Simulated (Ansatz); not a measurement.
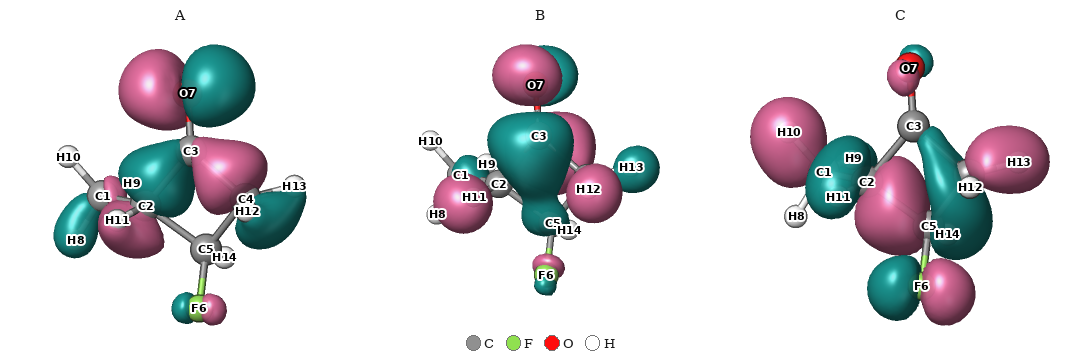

Figure 1: C$_{5}$H$_{7}$FO. Three frontier orbitals at ±0.1 Å⁻³ᐟ² (teal and pink are the two phases), in no order.

Geometry: B3LYP/def2-SVP.

The calculation used isolated molecule in a Gaussian basis; Kohn-Sham density functional theory, functional PBE0 in Ansatz 0.2.0.

```xyz
14

C     0.0719   -0.0728    1.6233
C     0.1655    0.1092    0.1180
C     0.0573    1.5195   -0.4812
C    -0.8056    1.0199   -1.6464
C    -0.9953   -0.2826   -0.8338
F    -0.8125   -1.4498   -1.5360
O     0.3953    2.6040   -0.0978
H     0.0968   -1.1384    1.9005
H    -0.8583    0.3646    2.0205
H     0.9138    0.4317    2.1219
H     1.0821   -0.3597   -0.2881
H    -0.1975    0.8290   -2.5467
H    -1.6861    1.6200   -1.9196
H    -1.9705   -0.3352   -0.3206
```

**Which picture is the HOMO−1, the HOMO and the LUMO?**

C is the HOMO−1 (−9.31 eV). Its weight (Hirshfeld) is mainly on C5 (about 20 %), F6 (about 20 %), C2 (about 20 %), C4 (about 10 %) and C1 (about 10 %). A is the HOMO (−7.44 eV). Its weight (Hirshfeld) is mainly on O7 (about 50 %), C3 (about 15 %), C2 (about 15 %) and C4 (about 15 %). B is the LUMO (−1.06 eV). Its weight (Hirshfeld) is mainly on C3 (about 35 %), O7 (about 25 %), C4 (about 5 %) and C2 (about 5 %); π-antibonding (π*) across C3–O7.

**What is the HOMO–LUMO gap?**

6.38 eV between the orbital energies.
